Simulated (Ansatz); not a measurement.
# TiNH₂ (doublet): wave-function methods side by side at a displaced geometry (v2), def2-SVP

Aim: climb from Hartree-Fock through coupled cluster for TiNH₂ (doublet) at one geometry and basis, and see what each rung misses.

Computed with Ansatz 0.2.0, Gaussian basis. Level: def2-SVP, core rule «outside noble gas», up to 10 orbitals frozen.

The runs, in order: UHF; CCSD(T) on ROHF; CCSD(T) on UHF; CISD; CCSDT(Q) on ROHF; CCSDT(Q) on UHF.

24 further runs of the same task are left out: 7 for a known fault of the program, 5 that didn't finish, 12 set aside as unsound or not needed.

## 1. The system

The geometry is a PBE0/def2-TZVP stationary point (not a proven minimum) with its atoms shifted at random (size 0.100 Å).

4 atoms, charge 0, spin multiplicity 2.

Atoms are counted from 1 here; the program's logs count them from 0.

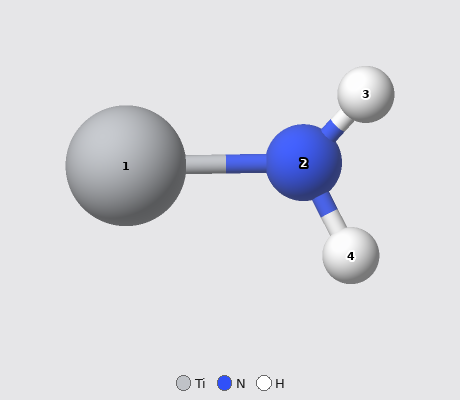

The geometry (titanium light grey, nitrogen blue, hydrogen white); atoms are numbered from 1 in the order of the file.

In the tables R marks a restricted open-shell determinant and U an unrestricted one; energies count from the table's Hartree-Fock row.

## 2. UHF

in.yaml reads:

```yaml
crystal:
  periodic: [false, false, false]
  atoms:
    - {symbol: Ti, position_ang: [0.037619, -0.000147, 0.485687]}
    - {symbol: N, position_ang: [-0.127255, 0.014777, -1.377561]}
    - {symbol: H, position_ang: [-0.050634, 0.751229, -2.042188]}
    - {symbol: H, position_ang: [0.032474, -0.949586, -1.879970]}
basis:
  gaussian: {orbitals: def2-SVP}
magnetization: {spin_polarized: true, initial_magnetization: 1}
hamiltonian: {xc: hf}
output: {orbitals: {seedname: orbitals}}
```

On the command line:

```bash
> ansatz run in.yaml --threads 1 --pin off --events-out ev --progress --plain --max-ram 2393MiB
```

Output (excerpt; [...] marks lines left out):

```text
Functional definition: HF
  name "HF"
  cite "Fock, Z. Phys. 61, 126 (1930) doi:10.1007/BF01340294"
  parent pbe
[...]
597 factors; integrals over basis functions are off by at most 1.3e-3 eV
[...]
mean field -24595.10890511 eV, -903.8535810992 hartree, gradient 7.5e-6 eV, S^2 1.745452; 8 other end points of the search recorded, 0 dependent functions left out
reference -24595.10890511 eV, -903.8535810992 hartree; 16, 15 occupied and 39, 40 virtual orbitals, 597 factors
Total energy: -24595.10890511 eV, -903.8535810992 hartree
```

Run time: 7.5 s. Hardware: 1 thread of Arm Neoverse V2, shared host.

From the report: ⟨S²⟩ of the determinant 1.745 (pure doublet: 0.75). The determinant is far from a pure spin state, so its energy mixes those of several spin states (harmless only where they are near-degenerate, as at dissociation).

## 3. CCSD(T) on ROHF

in.yaml, as its differences from that of step 2:

```diff
@@ -9,4 +9,3 @@
   gaussian: {orbitals: def2-SVP}
-magnetization: {spin_polarized: true, initial_magnetization: 1}
-hamiltonian: {xc: hf}
-output: {orbitals: {seedname: orbitals}}
+magnetization: {spin_polarized: false, initial_magnetization: 1}
+correlation: {method: ccsd_t, electrons: outside_noble_gas}
```

Same command.

Output (excerpt; [...] marks lines left out):

```text
Functional definition: HF
  name "HF"
  cite "Fock, Z. Phys. 61, 126 (1930) doi:10.1007/BF01340294"
  parent pbe
[...]
597 factors; integrals over basis functions are off by at most 1.3e-3 eV
[...]
mean field -24594.26911646 eV, -903.8227194354 hartree, gradient 4.2e-10 eV, S^2 0.750000; 26 other end points of the search recorded, 0 dependent functions left out
[...]
determinant -24594.26911646 eV, -903.8227194354 hartree, with singles and doubles -24601.55923408 eV, -904.0906263168 hartree
determinant -24594.26710270 eV, -903.8226454314 hartree, with singles and doubles -24601.55634384 eV, -904.0905201023 hartree
determinant -24594.26708932 eV, -903.8226449395 hartree, with singles and doubles -24601.55636567 eV, -904.0905209046 hartree
determinant -24593.76048385 eV, -903.8040275318 hartree, with singles and doubles -24601.10217596 eV, -904.0738297404 hartree
[...]
determinant -24594.26710270 eV, -903.8226454314 hartree, with singles and doubles -24601.57940469 eV, -904.0913675728 hartree
determinant -24594.26708932 eV, -903.8226449395 hartree, with singles and doubles -24601.57943784 eV, -904.0913687910 hartree
determinant -24593.76048385 eV, -903.8040275318 hartree, with singles and doubles -24601.12437026 eV, -904.0746453661 hartree
[...]
unrestricted determinant -24595.10890511 eV, -903.8535810992 hartree, S^2 1.7455
10 core orbitals not correlated: weight in the atoms' cores, before any rotation towards them, 0.997 or more for the frozen orbitals, at most 0.002 for the correlated occupied ones
reference -24594.26911646 eV, -903.8227194354 hartree; 6, 5 occupied and 39, 40 virtual orbitals, 597 factors
second order -6.53480322 eV of doubles, -0.00825124 eV of singles
cycle   1  -7.31396251 eV  change    1.2e-7 eV  update   9.5e-6
perturbative correction -0.32888560 eV, -0.0120863231 hartree
Total energy: -24601.91196457 eV, -904.1035889231 hartree
```

Run time: 59 s. Hardware: 1 thread of Arm Neoverse V2, shared host.

From the report: correlation -7.6428 eV; T1 0.051; largest double amplitude 0.15.

## 4. CCSD(T) on UHF

in.yaml, as its differences from that of step 3:

```diff
@@ -9,3 +9,3 @@
   gaussian: {orbitals: def2-SVP}
-magnetization: {spin_polarized: false, initial_magnetization: 1}
+magnetization: {spin_polarized: true, initial_magnetization: 1}
 correlation: {method: ccsd_t, electrons: outside_noble_gas}
```

Launched as before.

Output (excerpt; [...] marks lines left out):

```text
Functional definition: HF
  name "HF"
  cite "Fock, Z. Phys. 61, 126 (1930) doi:10.1007/BF01340294"
  parent pbe
[...]
597 factors; integrals over basis functions are off by at most 1.3e-3 eV
[...]
mean field -24595.10890511 eV, -903.8535810992 hartree, gradient 1.4e-7 eV, S^2 1.745452; 28 other end points of the search recorded, 0 dependent functions left out
determinant -24595.10890511 eV, -903.8535810992 hartree, with singles and doubles -24601.45714823 eV, -904.0868747307 hartree
determinant -24595.05025413 eV, -903.8514257154 hartree, with singles and doubles -24601.40102709 eV, -904.0848123170 hartree
determinant -24594.91926328 eV, -903.8466118905 hartree, with singles and doubles -24601.52918229 eV, -904.0895219337 hartree
determinant -24594.65726538 eV, -903.8369836451 hartree, with singles and doubles -24601.15701739 eV, -904.0758451259 hartree
[...]
determinant -24593.87493936 eV, -903.8082336943 hartree, with singles and doubles -24601.13293365 eV, -904.0749600649 hartree
determinant -24593.81150422 eV, -903.8059024958 hartree, with singles and doubles -24601.16160994 eV, -904.0760138991 hartree
determinant -24593.81150335 eV, -903.8059024641 hartree, with singles and doubles -24601.16141948 eV, -904.0760068998 hartree
10 core orbitals not correlated: weight in the atoms' cores, before any rotation towards them, 0.995 or more for the frozen orbitals, at most 0.003 for the correlated occupied ones
reference -24594.91926290 eV, -903.8466118765 hartree; 6, 5 occupied and 39, 40 virtual orbitals, 597 factors
second order -5.91398277 eV of doubles, -0.00000000 eV of singles
cycle   1  -6.15950046 eV  change   -2.5e-1 eV  update   8.6e-2
[...]
cycle  50  -6.68485060 eV  change   -3.4e-6 eV  update   5.2e-6
perturbative correction -0.28394283 eV, -0.0104347064 hartree
Total energy: -24601.88805633 eV, -904.1027103114 hartree
```

Run time: 1.7 min. Hardware: 1 thread of Arm Neoverse V2, shared host.

From the report: ⟨S²⟩ of the determinant 1.556 (pure doublet: 0.75); correlation -6.9688 eV; T1 0.094; largest double amplitude 0.13. The determinant is far from a pure spin state, so its energy mixes those of several spin states (harmless only where they are near-degenerate, as at dissociation).

## 5. CISD

in.yaml, as its differences from that of step 4:

```diff
@@ -9,3 +9,3 @@
   gaussian: {orbitals: def2-SVP}
-magnetization: {spin_polarized: true, initial_magnetization: 1}
-correlation: {method: ccsd_t, electrons: outside_noble_gas}
+magnetization: {spin_polarized: false, initial_magnetization: 1}
+correlation: {active_space: {ras: {orbitals: [5, 1, 39], electrons: 11, max_holes: 2, max_particles: 2}, fixed_orbitals: true}}
```

Same command.

Output (excerpt; [...] marks lines left out):

```text
Functional definition: HF
  name "HF"
  cite "Fock, Z. Phys. 61, 126 (1930) doi:10.1007/BF01340294"
  parent pbe
[...]
597 factors; integrals over basis functions are off by at most 1.3e-3 eV
[...]
mean field -24594.26911646 eV, -903.8227194354 hartree, gradient 4.2e-10 eV, S^2 0.750000; 14 other end points of the search recorded, 0 dependent functions left out
reference -24594.26911646 eV, -903.8227194354 hartree; 16, 15 occupied and 39, 40 virtual orbitals, 597 factors
state -24600.83816145 eV, -904.0641273862 hartree
Total energy: -24600.83816145 eV, -904.0641273862 hartree
```

It took 11 s on 1 thread of Arm Neoverse V2, shared host.

From the report: 99,885 determinants.

## 6. CCSDT(Q) on ROHF

in.yaml, as its differences from that of step 5:

```diff
@@ -10,2 +10,2 @@
 magnetization: {spin_polarized: false, initial_magnetization: 1}
-correlation: {active_space: {ras: {orbitals: [5, 1, 39], electrons: 11, max_holes: 2, max_particles: 2}, fixed_orbitals: true}}
+correlation: {method: ccsdt_q, electrons: outside_noble_gas}
```

The command is unchanged.

Output (excerpt; [...] marks lines left out):

```text
Functional definition: HF
  name "HF"
  cite "Fock, Z. Phys. 61, 126 (1930) doi:10.1007/BF01340294"
  parent pbe
[...]
1078 factors; integrals over basis functions are off by at most 1.9e-7 eV
[...]
mean field -24594.26916115 eV, -903.8227210780 hartree, gradient 2.3e-9 eV, S^2 0.750000; 26 other end points of the search recorded, 0 dependent functions left out
[...]
determinant -24594.26916115 eV, -903.8227210780 hartree, with singles and doubles -24601.55932848 eV, -904.0906297859 hartree
determinant -24594.26714757 eV, -903.8226470802 hartree, with singles and doubles -24601.55643906 eV, -904.0905236015 hartree
determinant -24594.26713408 eV, -903.8226465845 hartree, with singles and doubles -24601.55646064 eV, -904.0905243946 hartree
determinant -24593.76053118 eV, -903.8040292714 hartree, with singles and doubles -24601.10227687 eV, -904.0738334489 hartree
[...]
determinant -24594.26714757 eV, -903.8226470802 hartree, with singles and doubles -24601.57949856 eV, -904.0913710225 hartree
determinant -24594.26713408 eV, -903.8226465845 hartree, with singles and doubles -24601.57953225 eV, -904.0913722608 hartree
determinant -24593.76053118 eV, -903.8040292714 hartree, with no singles and doubles
unrestricted determinant -24595.10894497 eV, -903.8535825642 hartree, S^2 1.7455
10 core orbitals not correlated: weight in the atoms' cores, before any rotation towards them, 0.997 or more for the frozen orbitals, at most 0.002 for the correlated occupied ones
reference -24594.26916115 eV, -903.8227210780 hartree; 6, 5 occupied and 39, 40 virtual orbitals, 1078 factors
second order -6.53486335 eV of doubles, -0.00825120 eV of singles
cycle   1  -6.80209917 eV  change   -2.6e-1 eV  update   1.3e-1
[...]
cycle   6  -7.69390260 eV  change   -4.7e-7 eV  update   1.1e-6
perturbative correction -0.02810307 eV, -0.0010327688 hartree
Total energy: -24601.99116682 eV, -904.1064995520 hartree
```

Wall time 6.9 min (1 thread of Arm Neoverse V2, shared host); peak memory 1 GiB.

From the report: correlation -7.7220 eV; T1 0.047; largest double amplitude 0.17.

## 7. CCSDT(Q) on UHF

in.yaml, as its differences from that of step 6:

```diff
@@ -9,3 +9,3 @@
   gaussian: {orbitals: def2-SVP}
-magnetization: {spin_polarized: false, initial_magnetization: 1}
+magnetization: {spin_polarized: true, initial_magnetization: 1}
 correlation: {method: ccsdt_q, electrons: outside_noble_gas}
```

The command is unchanged.

Output (excerpt; [...] marks lines left out):

```text
Functional definition: HF
  name "HF"
  cite "Fock, Z. Phys. 61, 126 (1930) doi:10.1007/BF01340294"
  parent pbe
[...]
1078 factors; integrals over basis functions are off by at most 1.9e-7 eV
[...]
mean field -24595.10894497 eV, -903.8535825642 hartree, gradient 2.8e-6 eV, S^2 1.745452; 29 other end points of the search recorded, 0 dependent functions left out
determinant -24595.10894497 eV, -903.8535825642 hartree, with singles and doubles -24601.45719735 eV, -904.0868765360 hartree
determinant -24595.05029408 eV, -903.8514271837 hartree, with singles and doubles -24601.40109810 eV, -904.0848149266 hartree
determinant -24594.91930608 eV, -903.8466134632 hartree, with singles and doubles -24601.52926547 eV, -904.0895249906 hartree
determinant -24594.65730974 eV, -903.8369852756 hartree, with singles and doubles -24601.15707817 eV, -904.0758473597 hartree
[...]
determinant -24593.87498382 eV, -903.8082353280 hartree, with singles and doubles -24601.13306447 eV, -904.0749648723 hartree
determinant -24593.81155230 eV, -903.8059042628 hartree, with singles and doubles -24601.16172835 eV, -904.0760182506 hartree
determinant -24593.81155160 eV, -903.8059042372 hartree, with singles and doubles -24601.16148464 eV, -904.0760092944 hartree
[...]
10 core orbitals not correlated: weight in the atoms' cores, before any rotation towards them, 0.995 or more for the frozen orbitals, at most 0.003 for the correlated occupied ones
reference -24594.91930570 eV, -903.8466134494 hartree; 6, 5 occupied and 39, 40 virtual orbitals, 1078 factors
second order -5.91401333 eV of doubles, -0.00000000 eV of singles
cycle   1  -6.15952202 eV  change   -2.5e-1 eV  update   9.5e-2
[...]
cycle   9  -7.04047839 eV  change   -8.5e-7 eV  update   8.4e-7
perturbative correction -0.04425497 eV, -0.0016263403 hartree
Total energy: -24602.00403906 eV, -904.1069725983 hartree
```

Wall time 7.7 min (1 thread of Arm Neoverse V2, shared host); peak memory 0.87 GiB.

From the report: ⟨S²⟩ of the determinant 1.556 (pure doublet: 0.75); correlation -7.0847 eV; T1 0.114; largest double amplitude 0.19. The determinant is far from a pure spin state, so its energy mixes those of several spin states (harmless only where they are near-degenerate, as at dissociation).

## 8. The ladder

The yardstick is RCCSDT(Q), where the cluster series has nearly closed. Rows without a time come out of other runs: HF, MP2 and CCSD of CCSD(T), CCSDT of CCSDT(Q).

Differences are taken before rounding.

| method | energy from the lowest RHF (meV) | from RCCSDT(Q) (meV) | time |
| --- | --- | --- | --- |
| RHF | 0.0 | +7722.1 |  |
| RMP2 | -6543.1 | +1179.0 |  |
| UMP2 | -6564.1 | +1157.9 |  |
| RCCSD | -7314.0 | +408.1 |  |
| UCCSD | -7335.0 | +387.1 |  |
| RCCSD(T) | -7642.8 | +79.2 | 59 s |
| UCCSD(T) | -7618.9 | +103.1 | 1.7 min |
| RCCSDT | -7693.9 | +28.1 |  |
| UCCSDT | -7690.7 | +31.4 |  |
| RCCSDT(Q) | -7722.1 | 0 | 6.9 min |
| UCCSDT(Q) | -7734.9 | -12.9 | 7.7 min |

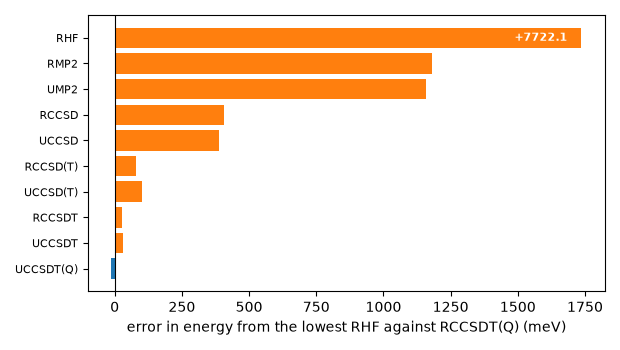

How far each level lands from RCCSDT(Q). Bars with a number in them are cut short.

Not comparable, so not listed: CISD (they don't share determinant, frozen orbitals or solution with the rows shown, or repeat one).

Left out of the table: UHF (another determinant or state than the rows shown).

## 9. Results

| quantity | value |
| --- | --- |
| RCCSDT(Q) below the RHF energy | -7.7221 eV |
| RMP2 from RCCSDT(Q) | +1179.0 meV |
| UMP2 from RCCSDT(Q) | +1157.9 meV |
| RCCSD from RCCSDT(Q) | +408.1 meV |
| RCCSD(T) from RCCSDT(Q) | +79.2 meV |
| UCCSD(T) from RCCSDT(Q) | +103.1 meV |
| UCCSDT(Q) from RCCSDT(Q) | -12.9 meV |
| levels within 1 kcal/mol (43 meV) | RCCSDT, UCCSDT, UCCSDT(Q) |
| T1 diagnostic | 0.051 |

**Reading.** RCCSD(T) misses by +79.2 meV, 1.0 % of the correlation energy. CCSD(T) misses by +79.2 meV on the restricted determinant and by +103.1 meV on the unrestricted one; the two need not hold the same state or core. Coupled cluster took another determinant than the lowest Hartree-Fock one. These misses are within one basis, not against nature; the frozen cores of restricted and unrestricted runs differ, which can shift their rows.
